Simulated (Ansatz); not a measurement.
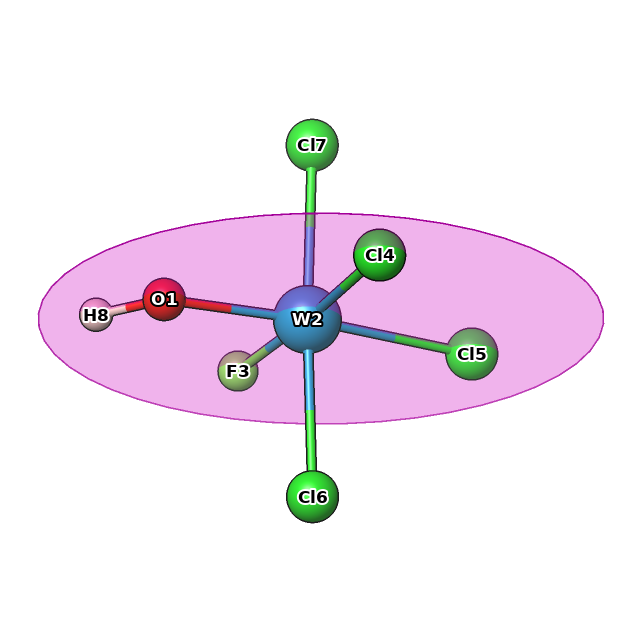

A disc through the centre of mass is drawn in. Distant atoms are faded towards the background colour. The species is neutral and a spin singlet. Computed geometry: PBE0-D4/def2-TZVP optimisation.

Is the plane of the disc a mirror plane of the structure?

Answer. Yes. The reflection leaves O1, W2, F3, Cl4, Cl5, H8 in place and moves Cl6 ↔ Cl7. The point group is Cs.
